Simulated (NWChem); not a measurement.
# One shape, several levels: CaH (SMILES [CaH])

Wanted: a comparison of 6 runs (UHF/STO-3G, UB3LYP/6-31G*, UM06-2X/def2-TZVPP, UPBE/def2-TZVPP, USVWN5/def2-TZVPP, UMP2/def2-TZVPP) of CaH. 

Program for the calculation: NWChem 7.3.0.

9 further runs of the same task are left out: 9 set aside as unsound or not needed. Runs told in other sessions of the task aren't counted.

### Step 1. The system as given

The species is CaH (2 atoms), meant as a doublet with charge 0. As SMILES, `[CaH]`. The Ca1–H2 distance was set to 2.985 Å, away from the relaxed value.

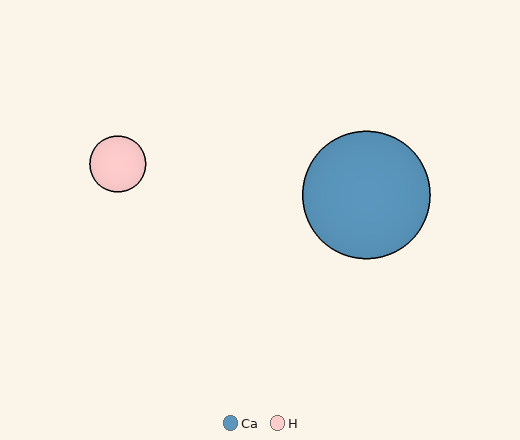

The structure, seen from a chosen angle (calcium blue, hydrogen pink).

### Step 2. A single-point energy at UHF/STO-3G (run 1)

run.nw reads:

```
START run
TITLE "CaH hf"
memory total 2200 mb
GEOMETRY units angstrom noautosym nocenter noautoz
Ca    0.000000    0.000000   -0.974860
H     0.000000    0.000000    2.009840
END
BASIS "ao basis" spherical bse
Ca library STO-3G
H library STO-3G
END
SCF
doublet
uhf
thresh 1e-08
maxiter 80
noprint "final vectors analysis"
END
TASK scf
```

Launch:

```console
$ nwchem run.nw > run.out
```

The log of the run:

```text
[...]
  functions       =    14
[...]
  wavefunction    = UHF
[...]
         Total SCF energy =   -670.459161776454
      One electron energy =   -927.994323828070
      Two electron energy =    253.989229468780
 Nuclear repulsion energy =      3.545932582837
                       Sz =      0.5000
                 Sz(Sz+1) =      0.7500
                      S^2 =      0.8770
[...]
```

Wall time 0.62 s (1 thread of Intel Xeon 6975P-C (Granite Rapids), shared host); peak memory 0.1 GiB.

### Step 3. The energy at UB3LYP/6-31G(d) (spherical functions) (run 2)

cah.nw reads:

```
start cah
title "CaH B3LYP"
memory stack 880 mb heap 220 mb global 1100 mb
geometry units au noautosym nocenter noautoz
  Ca     0.00000000     0.00000000    -1.84221841
  H      0.00000000     0.00000000     3.79804715
end
basis spherical bse
  * library 6-31G*
end
dft
  xc b3lyp
  mult 2
  grid xfine
  convergence energy 1e-08
  maxiter 100
  mulliken
end
task dft energy
```

Launch:

```console
$ nwchem cah.nw > cah.out
```

The log of the run:

```text
[...]
          Wavefunction type:  spin polarized.
          No. of atoms     :     2
          No. of electrons :    21
[...]
          Charge           :     0
          Spin multiplicity:     2
[...]
          AO basis - number of functions:    34
[...]
              XC Information
              --------------
                         B3LYP Method XC Potential
                     Hartree-Fock (Exact) Exchange  0.200
                        Slater Exchange Functional  0.800 local
                    Becke 1988 Exchange Functional  0.720 non-local
              Lee-Yang-Parr Correlation Functional  0.810
                  VWN I RPA Correlation Functional  0.190 local
[...]
 d= 0,ls=0.0,diis     1   -678.0497901074 -6.82D+02  1.43D-02  9.92D-03     0.6
[...]
 d= 0,ls=0.0,diis    12   -678.0679722756 -9.31D-11  2.86D-07  2.62D-12     4.9
[...]
         Total DFT energy =     -678.067972275614
      One electron energy =     -933.925914046232
           Coulomb energy =      288.680011154012
    Exchange-Corr. energy =      -36.368001713573
 Nuclear repulsion energy =        3.545932330179
[...]
      Total Density - Mulliken Population Analysis
     ---------------------------------------------
    Atom       Charge   Shell Charges
 -----------   ------   -------------------------------------------------------
    1 Ca  20    19.84   2.00  2.00  6.00  2.00  6.00  1.03  0.13  0.44  0.11  0.02  0.04  0.07
    2 H    1     1.16   0.39  0.77
[...]
      <S2> =      0.7792 (Exact =     0.7500)
[...]
```

It took 5.7 s on 1 thread of Intel Xeon 6975P-C (Granite Rapids), shared host; peak memory 0.12 GiB.

Run 3 isn't shown in full; the table further down has it.

### Step 4. A single-point energy at UPBE/def2-TZVPP (run 4)

cah.xyz reads:

```xyz
2
CaH
Ca     0.000000     0.000000    -0.974860
H      0.000000     0.000000     2.009840
```

cah.nw reads:

```
start cah
title "CaH"
memory 2200 mb
charge 0

geometry units angstroms noautosym nocenter noautoz
  load cah.xyz
end

basis spherical bse
  Ca library def2-TZVPP
  H library def2-TZVPP
end

dft
  xc xpbe96 cpbe96
  mult 2
  grid xfine
  convergence energy 1e-08
  maxiter 100
  mulliken
end

task dft energy
```

Launch:

```console
$ nwchem cah.nw > cah.out
```

The log of the run:

```text
[...]
          Wavefunction type:  spin polarized.
          No. of atoms     :     2
          No. of electrons :    21
[...]
          Charge           :     0
          Spin multiplicity:     2
[...]
          AO basis - number of functions:    50
[...]
              XC Information
              --------------
          PerdewBurkeErnzerhof Exchange Functional  1.000
            Perdew 1991 LDA Correlation Functional  1.000 local
           PerdewBurkeErnz. Correlation Functional  1.000 non-local
[...]
 d= 0,ls=0.0,diis     1   -677.8368201615 -6.81D+02  1.58D-02  4.72D-02     0.6
[...]
 d= 0,ls=0.5,diis    71   -677.8592340643 -9.05D-09  1.95D-07  1.52D-08    33.4
[...]
         Total DFT energy =     -677.859234071597
      One electron energy =     -934.089717550298
           Coulomb energy =      288.796661354234
    Exchange-Corr. energy =      -36.112110458370
 Nuclear repulsion energy =        3.545932582837
[...]
      Total Density - Mulliken Population Analysis
     ---------------------------------------------
    Atom       Charge   Shell Charges
 -----------   ------   -------------------------------------------------------
    1 Ca  20    19.74   2.00  2.00  1.19  0.77  1.00  0.43  5.98  4.74  1.25  0.17  0.09  0.01  0.03  0.06
    2 H    1     1.26   0.19  0.47  0.60 -0.00  0.00  0.00
[...]
      <S2> =      0.7660 (Exact =     0.7500)
[...]
```

Run time: 35 s. Hardware: 1 thread of Intel Xeon 6975P-C (Granite Rapids), shared host; peak memory 0.12 GiB.

Run 5 isn't shown in full; the table further down has it.

### Step 5. A single-point energy at UMP2/def2-TZVPP (run 6)

cah.nw reads:

```
start cah
title "CaH mp2"
memory 2200 mb
geometry units angstrom noautosym nocenter noautoz
 Ca    0.000000    0.000000   -0.974860
 H     0.000000    0.000000    2.009840
end
basis spherical bse
 * library def2-TZVPP
end
scf
 nopen 1
 uhf
 thresh 1e-08
 maxiter 80
 print medium
end
mp2
 freeze core 5
 tight
end
task mp2 energy
```

Launch:

```console
$ nwchem cah.nw > cah.out
```

The log of the run:

```text
[...]
  functions       =    50
[...]
  wavefunction    = UHF
[...]
         Total SCF energy =   -677.262461436195
      One electron energy =   -933.632863976056
      Two electron energy =    252.824469957023
 Nuclear repulsion energy =      3.545932582837
                       Sz =      0.5000
                 Sz(Sz+1) =      0.7500
                      S^2 =      0.9521
[...]
          Total MP2 energy          -677.458583148250
[...]
```

Run time: 8.1 s. Hardware: 1 thread of Intel Xeon 6975P-C (Granite Rapids), shared host; peak memory 0.11 GiB.

### Step 6. Overview of the runs

```
run                                level  iteration cap  module  energy (Eh)  dipole moment (D) of the reference   ⟨S²⟩  wall time
  1                           UHF/STO-3G             80     scf  -670.459162                                0.25  0.877     0.62 s
  2  UB3LYP/6-31G* (spherical functions)            100     dft  -678.067972                                4.30  0.779      5.7 s
  3                   UM06-2X/def2-TZVPP            100     dft  -678.082660                                4.74  0.780       11 s
  4                      UPBE/def2-TZVPP            100     dft  -677.859234                                4.23  0.766       35 s
  5                    USVWN5/def2-TZVPP            100     dft  -676.230223                                4.19  0.759       17 s
  6                      UMP2/def2-TZVPP             80     mp2  -677.458583                                   –  0.952      8.1 s
```

### Step 7. Summary of results

```
                                                         quantity          value
                                              run 6: total energy  -677.45858 Eh
run 6: HOMO energy (Hartree–Fock orbitals) (highest over α and β)       -6.15 eV
 run 6: LUMO energy (Hartree–Fock orbitals) (lowest over α and β)        0.01 eV
               run 6: correlation energy (5 core orbitals frozen)     -196.1 mEh
                         run 6: ⟨S²⟩ of the reference determinant          0.952
```

**Reading.** Over runs 1, 2, 3, 4, 5 the dipole moment (its size) runs from 0.25 D (UHF/STO-3G) to 4.74 D (UM06-2X/def2-TZVPP). The two ends differ in method and basis. Totals of different functionals can't be ranked against each other. In run 1 the basis is minimal, so the values are rough. Spin contamination of the reference: run 6 ⟨S²⟩ = 0.95, run 1 ⟨S²⟩ = 0.88. All runs together took 77 s, the longest 35 s.
